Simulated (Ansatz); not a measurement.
**S2O (Disulfur monoxide) at FCI/STO-3G**

What is the electronic atomisation energy of S2O (Disulfur monoxide) at FCI/STO-3G? 

The results are computed with Ansatz 0.2.0.

53 further runs of the same task are left out: 20 that didn't finish, 33 set aside as unsound or not needed.

## (1) Starting point

S2O has 3 atoms, charge 0, and is taken as a singlet. As SMILES, `O=S=S`. The coordinates come from a GFN2-xTB relaxation.

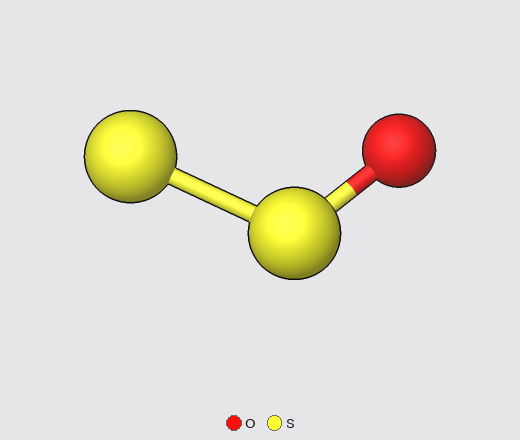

Viewed from a chosen angle; oxygen red, sulfur yellow.

## (2) The energy at FCI/STO-3G

job.yaml

```yaml
crystal:
  periodic: [false, false, false]
  atoms:
    - {symbol: O, position_ang: [0.431370, 1.195520, 0.483120]}
    - {symbol: S, position_ang: [0.559470, -0.210460, 0.159300]}
    - {symbol: S, position_ang: [-0.990830, -0.985060, -0.642420]}
basis:
  gaussian:
    orbitals: STO-3G
correlation:
  method: fci
  frozen_orbitals: {O: 1, S: 5}
accuracy: high
```

Started as:

```bash
$ ansatz run job.yaml --threads 1 --pin off --max-ram 2610MiB --events-out events.jsonl --progress --plain --runs-dir runs
```

What it wrote:

```text
Warning: RAYON_NUM_THREADS=1 ignored (pool sized by the plan → 1); use --threads N
Functional definition: HF
  name "HF"
  exchange = exact_x
  correlation = 0
411 factors; integrals over basis functions are off by at most 2.6e-8 eV
mean field evaluation 1: about -23397.8591 eV, gradient 3.1e1 eV
mean field evaluation 2: about -23397.9265 eV, gradient 3.2e1 eV
mean field evaluation 4: about -23401.8805 eV, gradient 3.2e0 eV
mean field evaluation 8: about -23401.9534 eV, gradient 6.7e-2 eV
mean field evaluation 16: about -23401.9504 eV, gradient 2.4e-8 eV
mean field evaluation 32: about -23401.3513 eV, gradient 7.5e0 eV
mean field -23401.95039852 eV, -860.0058147337 hartree, gradient 2.4e-8 eV, S^2 0.000000; 3 other end points of the search recorded, 0 dependent functions left out; unrestricted orbitals would lower it
unrestricted determinant -23404.15938156 eV, -860.0869933632 hartree, S^2 0.9263
11 core orbitals not correlated: weight in the atoms' cores, before any rotation towards them, 1.000 or more for the frozen orbitals, at most 0.000 for the correlated occupied ones
reference -23401.95039852 eV, -860.0058147337 hartree; 9, 9 occupied and 3, 3 virtual orbitals, 411 factors
state -23407.01147451 eV, -860.1918058460 hartree
Total energy: -23407.01147451 eV, -860.1918058460 hartree
```

It took 0.71 s on 1 thread of Arm Neoverse V1, shared host.

## (3) The O atom

in.yaml

```yaml
crystal:
  periodic: [false, false, false]
  atoms:
    - {symbol: O, position_ang: [0.000000, 0.000000, 0.000000]}
basis:
  gaussian:
    orbitals: STO-3G
correlation:
  method: fci
  frozen_orbitals: {O: 1}
magnetization:
  spin_polarized: true
  initial_magnetization: 2
accuracy: high
```

Run the same way, it converges to -73.80415 Eh (log not shown).

## (4) The S atom

molecule.yaml

```yaml
crystal:
  periodic: [false, false, false]
  atoms:
    - {symbol: S, position_ang: [0.000000, 0.000000, 0.000000]}
basis:
  gaussian: {orbitals: STO-3G}
magnetization: {spin_polarized: true, initial_magnetization: 2}
correlation: {method: fci, frozen_orbitals: {S: 5}}
accuracy: high
```

Run the same way, it converges to -393.13022 Eh (log not shown).

## (5) Outcome

Level: FCI/STO-3G, 11 core orbitals frozen.

```
                                              quantity          value
                                molecule: total energy  -860.19181 Eh
molecule: correlation energy (11 core orbitals frozen)     -186.0 mEh
                                  O atom: total energy   -73.80415 Eh
    O atom: correlation energy (1 core orbital frozen)        0.0 mEh
                                  S atom: total energy  -393.13022 Eh
   S atom: correlation energy (5 core orbitals frozen)        0.0 mEh
                         electronic atomisation energy       3.462 eV
```

What this shows: Taking the molecule apart into free atoms costs 3.46 eV (334 kJ/mol), before zero-point energy and without spin-orbit coupling. In a minimal basis such a difference can be off by several eV, whatever the method. The restricted solution (molecule) is unstable to spin breaking: an unrestricted one lies lower.
